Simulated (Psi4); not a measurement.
**Energy and gradient calculation of C₆H₁₂Cl₄Si₄ (part 2 of 3)**

Continued. System: C₆H₁₂Cl₄Si₄. Method: BP86/STO-3G, RKS (Psi4 1.11). The geometry comes from this level: GFN2-xTB.

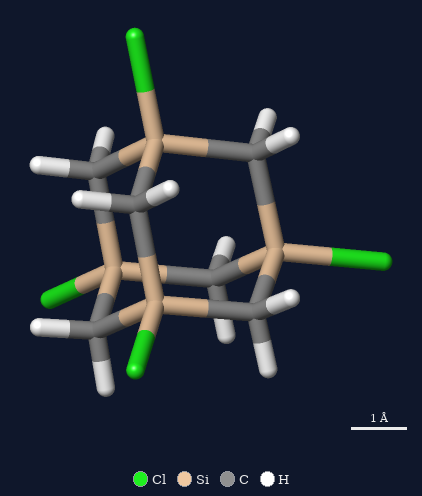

Fig. 1: The input geometry (stick view, seen at a tilt).

### What the program printed, continued
```
  -Total Gradient:
     Atom            X                  Y                   Z
    ------   -----------------  -----------------  -----------------
       1        0.038298860672    -0.000993366052    -0.000063501198
       2       -0.047213570012     0.001266902831     0.000077928711
       3       -0.008763979066     0.012315490759    -0.004114294542
       4        0.016809900226     0.041706997677    -0.014400227984
       5       -0.013610144972    -0.033783855952     0.011679902062
       6        0.009122892045     0.002233122603    -0.012531835080
       7        0.014712691613    -0.033891544036    -0.029323470057
       8       -0.011975203732     0.027459361083     0.023752057955
       9       -0.009309766977    -0.009394471450    -0.008426680855
      10        0.008787470042    -0.012308773023     0.004067926031
      11        0.015514728531    -0.009096864443     0.043692256769
      12       -0.012656051047     0.007324559859    -0.035377112985
      13       -0.009070729711    -0.002238053344     0.012584983692
      14        0.009282954995     0.009354709892     0.008373159452
      15        0.003536559932    -0.001257940368     0.012091072596
      16        0.003334225511    -0.008429133240    -0.008879754333
      17        0.005419944382    -0.002355039097     0.011193197382
      18       -0.012540127430     0.000592173074    -0.001320245542
      19        0.003463504201    -0.003585624278     0.011623718743
      20        0.003827028186     0.010956626145    -0.005028655934
      21       -0.012571042134    -0.000963535770     0.000489066389
      22        0.005731782745     0.010658292878    -0.003700039146
      23        0.003264158502    -0.009999711212    -0.007069160597
      24        0.003864856246     0.011754443849    -0.002768878739
      25        0.005286838478    -0.008746610681    -0.007519417179
      26       -0.012540415974     0.001425532016     0.000912016300

	total time  =         24 seconds =       0.40 minutes

Properties will be evaluated at   0.000000,   0.000000,   0.000000 [a0]

Properties computed using the BP86 density matrix

 Multipole Moments:

 ------------------------------------------------------------------------------------
     Multipole            Electronic (a.u.)      Nuclear  (a.u.)        Total (a.u.)
 ------------------------------------------------------------------------------------

 L = 1.  Multiply by 2.5417464519 to convert [e a0] to [Debye]
 Dipole X            :         -0.0030743            0.0029304           -0.0001440
 Dipole Y            :          0.0003311           -0.0004369           -0.0001058
 Dipole Z            :          0.0003143            0.0001737            0.0004880
 Magnitude           :                                                    0.0005197

 ------------------------------------------------------------------------------------
  Mulliken Charges: (a.u.)
   Center  Symbol    Alpha    Beta     Spin     Total
       1    CL     8.66520  8.66520  0.00000 -0.33040
       2    SI     6.61527  6.61527  0.00000  0.76945
       3     C     3.23151  3.23151  0.00000 -0.46302
       4    SI     6.61528  6.61528  0.00000  0.76944
       5    CL     8.66521  8.66521  0.00000 -0.33041
       6     C     3.23149  3.23149  0.00000 -0.46298
       7    SI     6.61529  6.61529  0.00000  0.76943
       8    CL     8.66521  8.66521  0.00000 -0.33042
       9     C     3.23149  3.23149  0.00000 -0.46298
      10     C     3.23148  3.23148  0.00000 -0.46297
      11    SI     6.61528  6.61528  0.00000  0.76943
      12    CL     8.66520  8.66520  0.00000 -0.33040
      13     C     3.23150  3.23150  0.00000 -0.46300
      14     C     3.23150  3.23150  0.00000 -0.46299
      15     H     0.45743  0.45743  0.00000  0.08514
      16     H     0.45741  0.45741  0.00000  0.08517
      17     H     0.45742  0.45742  0.00000  0.08515
      18     H     0.45743  0.45743  0.00000  0.08514
      19     H     0.45742  0.45742  0.00000  0.08516
      20     H     0.45742  0.45742  0.00000  0.08516
      21     H     0.45743  0.45743  0.00000  0.08515
      22     H     0.45743  0.45743  0.00000  0.08513
      23     H     0.45741  0.45741  0.00000  0.08519
      24     H     0.45743  0.45743  0.00000  0.08515
      25     H     0.45744  0.45744  0.00000  0.08512
      26     H     0.45742  0.45742  0.00000  0.08516

   Total alpha = 86.00000, Total beta = 86.00000, Total charge =  0.00000

  Mayer Bond Indices:

  Irrep: 1 Size: 26 x 26

                 1                   2                   3                   4                   5

    1     0.00000000000000     0.82932579666517     0.03910673171326     0.01010386796916     0.00416909665916
    2     0.82932579666517     0.00000000000000     0.87519191655456     0.02020290873685     0.01010065267578
    3     0.03910673171326     0.87519191655456     0.00000000000000     0.87515868988249     0.03910292727828
    4     0.01010386796916     0.02020290873685     0.87515868988249     0.00000000000000     0.82930442756060
    5     0.00416909665916     0.01010065267578     0.03910292727828     0.82930442756060     0.00000000000000
    6     0.00013211449660     0.00093928538170     0.02699242796606     0.87516003739042     0.03910455927187
    7     0.01009852229950     0.02020779095788     0.00093801675457     0.02021172944987     0.01010351518741
    8     0.00417022699571     0.01010520802972     0.00013087883780     0.01010148707356     0.00417053885532
    9     0.03910628245906     0.87518735696201     0.02698305905908     0.00093902688713     0.00013141776751
   10     0.00013165100063     0.00093838598390     0.00003751053798     0.00093837392953     0.00013143749475
   11     0.01010034424323     0.02020440786674     0.00093852860264     0.02020945055955     0.01010244717129
   12     0.00416982491171     0.01010188921112     0.00013173067787     0.01010140812570     0.00416936855162
   13     0.03911167541124     0.87513511627462     0.02700814753931     0.00093907117127     0.00013172554471
   14     0.00013100299345     0.00093856684422     0.02699564788916     0.87520688648730     0.03911011865766
   15     0.00053537769077     0.00494638411705     0.96663960736190     0.00493743715830     0.00053545484611
   16     0.00053833060216     0.00493764841858     0.96664572231913     0.00494125876160     0.00053807664088
   17     0.00012070521672     0.00009739577373     0.00049675362411     0.00494131584801     0.00053872087988
   18     0.00011579779453     0.00017671341891     0.00579996565751     0.00494060155848     0.00053487052655
   19     0.00053650692848     0.00494029130200     0.00049897519557     0.00009760294590     0.00012101222922
   20     0.00053690629332     0.00493648421901     0.00579701620823     0.00017657386228     0.00011518861587
   21     0.00011536335021     0.00017646983143     0.00000343072004     0.00009764303492     0.00012109975558
   22     0.00012079948912     0.00009747785632     0.00000344602480     0.00017672403955     0.00011509038140
   23     0.00053786115362     0.00493867929287     0.00049606584995     0.00009750404807     0.00012078105092
   24     0.00053510960542     0.00494382392446     0.00579919093485     0.00017659291043     0.00011557000542
   25     0.00012117921701     0.00009775959135     0.00050127635610     0.00494125382748     0.00053482977212
   26     0.00011483569738     0.00017666105435     0.00579802654565     0.00494097423713     0.00053853155873

                 6                   7                   8                   9                  10

    1     0.00013211449660     0.01009852229950     0.00417022699571     0.03910628245906     0.00013165100063
    2     0.00093928538170     0.02020779095788     0.01010520802972     0.87518735696201     0.00093838598390
    3     0.02699242796606     0.00093801675457     0.00013087883780     0.02698305905908     0.00003751053798
    4     0.87516003739042     0.02021172944987     0.01010148707356     0.00093902688713     0.00093837392953
    5     0.03910455927187     0.01010351518741     0.00417053885532     0.00013141776751     0.00013143749475
    6     0.00000000000000     0.87519658946360     0.03910125408004     0.02700808215192     0.02698143118286
    7     0.87519658946360     0.00000000000000     0.82928551093573     0.87516066808530     0.87517410928321
    8     0.03910125408004     0.82928551093573     0.00000000000000     0.03911085891775     0.03909843322838
    9     0.02700808215192     0.87516066808530     0.03911085891775     0.00000000000000     0.02700058198480
   10     0.02698143118286     0.87517410928321     0.03909843322838     0.02700058198480     0.00000000000000
   11     0.00093913445551     0.02020989863183     0.01010333360849     0.00093849255834     0.87516453955264
   12     0.00013121049013     0.01010175163879     0.00416970509421     0.00013159555718     0.03911025938743
   13     0.00003760782279     0.00093863342606     0.00013129055651     0.02699299180259     0.02699761601126
   14     0.02699698387443     0.00093915853857     0.00013229916421     0.00003757687868     0.02700444625526
   15     0.00049987412996     0.00009774103370     0.00012120407925     0.00050141845530     0.00000340419960
   16     0.00579611156354     0.00017652964731     0.00011481669158     0.00579891680089     0.00000346745904
   17     0.96665221028044     0.00493510220621     0.00053864123463     0.00049547539768     0.00579647510292
   18     0.96663549207921     0.00494563261308     0.00053512472822     0.00579949355736     0.00050117099094
   19     0.00049891864824     0.00494366440259     0.00053618362050     0.96663815607811     0.00580048127961
   20     0.00579931521513     0.00494506240941     0.00053710103140     0.96664170253516     0.00049835162310
   21     0.00050018859515     0.00494440276461     0.00053557278069     0.00579988867326     0.96663762298892
   22     0.00579507081988     0.00493473535540     0.00053799402125     0.00049627933345     0.96665439649823
   23     0.00000345350262     0.00017665606626     0.00011511325854     0.00579780291700     0.00580126275605
   24     0.00000342636405     0.00009773101380     0.00012119110798     0.00050115203010     0.00050032473742
   25     0.00580073709613     0.00017682513085     0.00011583024043     0.00000341591497     0.00579597615216
   26     0.00049665896461     0.00009737561325     0.00012073137675     0.00000346847323     0.00049546327431

                11                  12                  13                  14                  15

    1     0.01010034424323     0.00416982491171     0.03911167541124     0.00013100299345     0.00053537769077
    2     0.02020440786674     0.01010188921112     0.87513511627462     0.00093856684422     0.00494638411705
    3     0.00093852860264     0.00013173067787     0.02700814753931     0.02699564788916     0.96663960736190
    4     0.02020945055955     0.01010140812570     0.00093907117127     0.87520688648730     0.00493743715830
    5     0.01010244717129     0.00416936855162     0.00013172554471     0.03911011865766     0.00053545484611
    6     0.00093913445551     0.00013121049013     0.00003760782279     0.02699698387443     0.00049987412996
    7     0.02020989863183     0.01010175163879     0.00093863342606     0.00093915853857     0.00009774103370
    8     0.01010333360849     0.00416970509421     0.00013129055651     0.00013229916421     0.00012120407925
    9     0.00093849255834     0.00013159555718     0.02699299180259     0.00003757687868     0.00050141845530
   10     0.87516453955264     0.03911025938743     0.02699761601126     0.02700444625526     0.00000340419960
   11     0.00000000000000     0.82933080899780     0.87521165595771     0.87511404904709     0.00017651900756
   12     0.82933080899780     0.00000000000000     0.03911020596390     0.03910623698184     0.00011553790212
   13     0.87521165595771     0.03911020596390     0.00000000000000     0.02698456010665     0.00580118446468
   14     0.87511404904709     0.03910623698184     0.02698456010665     0.00000000000000     0.00579772312400
   15     0.00017651900756     0.00011553790212     0.00580118446468     0.00579772312400     0.00000000000000
   16     0.00009750859839     0.00012083826208     0.00049600681441     0.00049765300438     0.00089204818872
   17     0.00017671018887     0.00011485448838     0.00000347216656     0.00579611325777     0.00002122235491
   18     0.00009772948618     0.00012114886385     0.00000341037779     0.00050032835846     0.00000022146076
   19     0.00017655421355     0.00011535364387     0.00579676188074     0.00000343846701     0.00002152638200
   20     0.00009756597239     0.00012091136252     0.00049781570466     0.00000343935038     0.00000022654041
   21     0.00494175457556     0.00053600179399     0.00579664859979     0.00049890560360     0.00000038852593
   22     0.00494167687320     0.00053744087022     0.00049781567677     0.00579837572821     0.00000038971789
   23     0.00494203649749     0.00053783283312     0.96663904652235     0.00049748513721     0.00000018868033
   24     0.00494072595227     0.00053568909170     0.96663886143858     0.00579847802912     0.00055215131285
   25     0.00493930102658     0.00053446812311     0.00050131122927     0.96665031301208     0.00000023077502
   26     0.00493908920583     0.00053835875483     0.00579961480543     0.96664557562166     0.00055334940391

                16                  17                  18                  19                  20

    1     0.00053833060216     0.00012070521672     0.00011579779453     0.00053650692848     0.00053690629332
    2     0.00493764841858     0.00009739577373     0.00017671341891     0.00494029130200     0.00493648421901
    3     0.96664572231913     0.00049675362411     0.00579996565751     0.00049897519557     0.00579701620823
    4     0.00494125876160     0.00494131584801     0.00494060155848     0.00009760294590     0.00017657386228
    5     0.00053807664088     0.00053872087988     0.00053487052655     0.00012101222922     0.00011518861587
    6     0.00579611156354     0.96665221028044     0.96663549207921     0.00049891864824     0.00579931521513
    7     0.00017652964731     0.00493510220621     0.00494563261308     0.00494366440259     0.00494506240941
    8     0.00011481669158     0.00053864123463     0.00053512472822     0.00053618362050     0.00053710103140
    9     0.00579891680089     0.00049547539768     0.00579949355736     0.96663815607811     0.96664170253516
   10     0.00000346745904     0.00579647510292     0.00050117099094     0.00580048127961     0.00049835162310
   11     0.00009750859839     0.00017671018887     0.00009772948618     0.00017655421355     0.00009756597239
   12     0.00012083826208     0.00011485448838     0.00012114886385     0.00011535364387     0.00012091136252
   13     0.00049600681441     0.00000347216656     0.00000341037779     0.00579676188074     0.00049781570466
   14     0.00049765300438     0.00579611325777     0.00050032835846     0.00000343846701     0.00000343935038
   15     0.00089204818872     0.00002122235491     0.00000022146076     0.00002152638200     0.00000022654041
   16     0.00000000000000     0.00000018419338     0.00055293940677     0.00000020856793     0.00055439447950
   17     0.00000018419338     0.00000000000000     0.00089404517202     0.00002105953953     0.00000018141404
   18     0.00055293940677     0.00089404517202     0.00000000000000     0.00000020601828     0.00055232497592
   19     0.00000020856793     0.00002105953953     0.00000020601828     0.00000000000000     0.00089323688824
   20     0.00055439447950     0.00000018141404     0.00055232497592     0.00089323688824     0.00000000000000
   21     0.00000039271587     0.00000021689270     0.00002165994420     0.00055300861419     0.00000020027412
   22     0.00000039607364     0.00055440034439     0.00000022808803     0.00000019206314     0.00002111738489
   23     0.00002081574782     0.00000039673611     0.00000039231141     0.00055337938358     0.00000019749935
   24     0.00000018921886     0.00000039443677     0.00000038828652     0.00000022206653     0.00002139503599
   25     0.00002132070997     0.00055311233842     0.00000022343871     0.00000039022769     0.00000039027792
   26     0.00000018972714     0.00000018737292     0.00002120120521     0.00000039488471     0.00000039571580

                21                  22                  23                  24                  25

    1     0.00011536335021     0.00012079948912     0.00053786115362     0.00053510960542     0.00012117921701
    2     0.00017646983143     0.00009747785632     0.00493867929287     0.00494382392446     0.00009775959135
    3     0.00000343072004     0.00000344602480     0.00049606584995     0.00579919093485     0.00050127635610
    4     0.00009764303492     0.00017672403955     0.00009750404807     0.00017659291043     0.00494125382748
    5     0.00012109975558     0.00011509038140     0.00012078105092     0.00011557000542     0.00053482977212
    6     0.00050018859515     0.00579507081988     0.00000345350262     0.00000342636405     0.00580073709613
    7     0.00494440276461     0.00493473535540     0.00017665606626     0.00009773101380     0.00017682513085
    8     0.00053557278069     0.00053799402125     0.00011511325854     0.00012119110798     0.00011583024043
    9     0.00579988867326     0.00049627933345     0.00579780291700     0.00050115203010     0.00000341591497
   10     0.96663762298892     0.96665439649823     0.00580126275605     0.00050032473742     0.00579597615216
   11     0.00494175457556     0.00494167687320     0.00494203649749     0.00494072595227     0.00493930102658
   12     0.00053600179399     0.00053744087022     0.00053783283312     0.00053568909170     0.00053446812311
   13     0.00579664859979     0.00049781567677     0.96663904652235     0.96663886143858     0.00050131122927
   14     0.00049890560360     0.00579837572821     0.00049748513721     0.00579847802912     0.96665031301208
   15     0.00000038852593     0.00000038971789     0.00000018868033     0.00055215131285     0.00000023077502
   16     0.00000039271587     0.00000039607364     0.00002081574782     0.00000018921886     0.00002132070997
   17     0.00000021689270     0.00055440034439     0.00000039673611     0.00000039443677     0.00055311233842
   18     0.00002165994420     0.00000022808803     0.00000039231141     0.00000038828652     0.00000022343871
   19     0.00055300861419     0.00000019206314     0.00055337938358     0.00000022206653     0.00000039022769
   20     0.00000020027412     0.00002111738489     0.00000019749935     0.00002139503599     0.00000039027792
   21     0.00000000000000     0.00089415481460     0.00055334799898     0.00000022037103     0.00000021701100
   22     0.00089415481460     0.00000000000000     0.00000019262733     0.00002132935743     0.00055245361333
   23     0.00055334799898     0.00000019262733     0.00000000000000     0.00089123601496     0.00002135886910
   24     0.00000022037103     0.00002132935743     0.00089123601496     0.00000000000000     0.00000023375723
   25     0.00000021701100     0.00055245361333     0.00002135886910     0.00000023375723     0.00000000000000
   26     0.00002104170514     0.00000018117401     0.00000018954879     0.00055395543281     0.00089070610600

                26

    1     0.00011483569738
    2     0.00017666105435
    3     0.00579802654565
    4     0.00494097423713
    5     0.00053853155873
    6     0.00049665896461
    7     0.00009737561325
    8     0.00012073137675
    9     0.00000346847323
   10     0.00049546327431
   11     0.00493908920583
   12     0.00053835875483
   13     0.00579961480543
   14     0.96664557562166
   15     0.00055334940391
   16     0.00000018972714
   17     0.00000018737292
   18     0.00002120120521
   19     0.00000039488471
   20     0.00000039571580
   21     0.00002104170514
   22     0.00000018117401
   23     0.00000018954879
   24     0.00055395543281
   25     0.00089070610600
   26     0.00000000000000

  Atomic Valences:
```
